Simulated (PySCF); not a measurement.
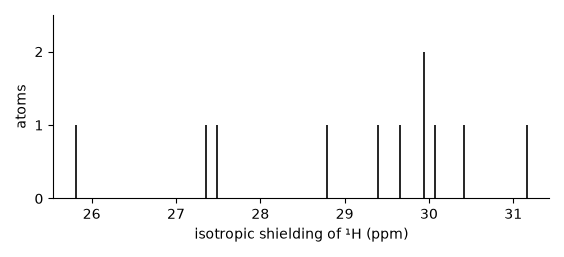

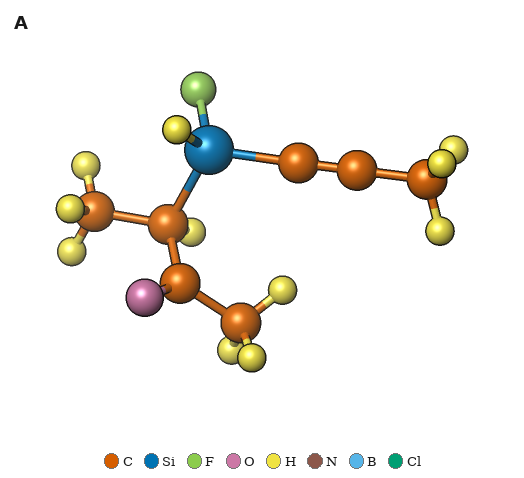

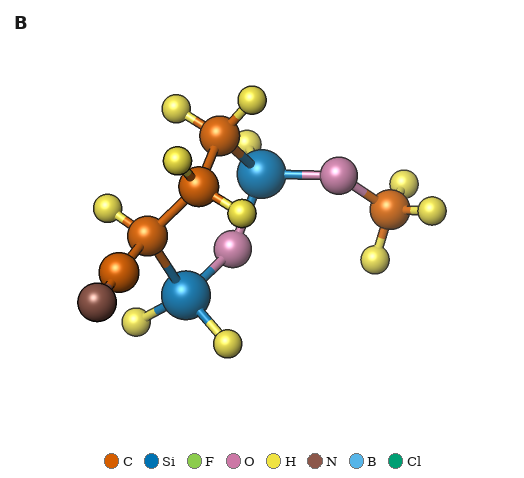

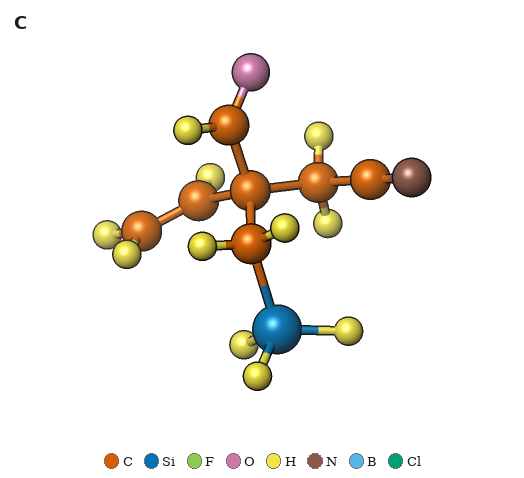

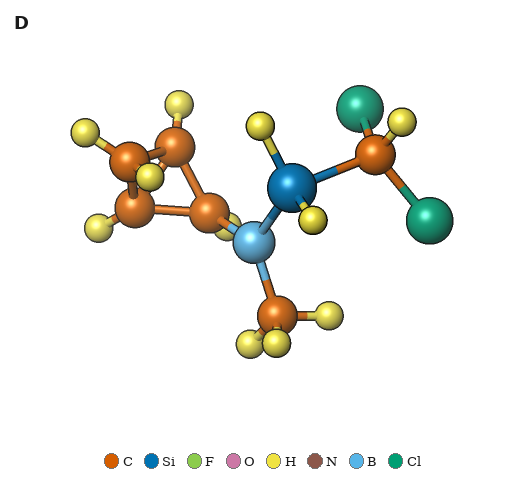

The sticks are computed shieldings of one of the molecules, for one fixed geometry (GFN2-xTB) without averaging over rotations. Low shielding means a high chemical shift. Method: GIAO PBE0/pcSseg-1 NMR shielding, non-relativistic, gas phase (PySCF 2.14.0).

**Match the spectrum to a structure.**

D, `CB([SiH2]C(Cl)Cl)[C@@H]1[C@@H]2C[C@@H]21`. Its 11 H atoms give lines at 25.81, 27.36, 27.48, 28.79, 29.40, 29.66, 29.94 (2 atoms), 30.07, 30.42, 31.16 ppm.

The geometry is semi-empirical. Around B, Si such bond lengths and angles can be off by a tenth of an ångström or more and by several degrees, and values that hang on the shape move with them.
